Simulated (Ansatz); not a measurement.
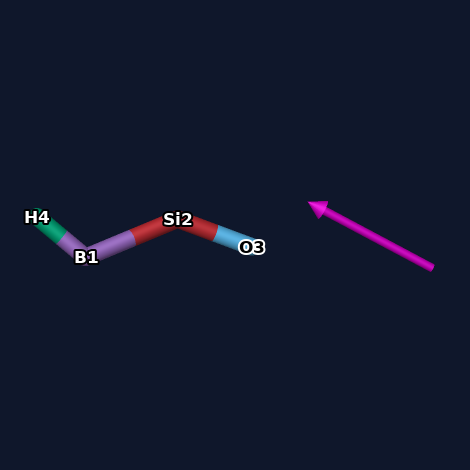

The arrow beside the molecule shows the direction of the dipole moment, from the negative to the positive end (its length means nothing). Computed geometry: PBE-D4/def2-SVP optimisation. No frequency run is at hand to confirm it as a minimum. Properties computed with RKS PBE-D4/def2-SVP (Ansatz 0.2.0).

> How large is the dipole moment?

3.05 D; it points from the side of O3 to the side of H4 (the outermost atoms at the two ends).
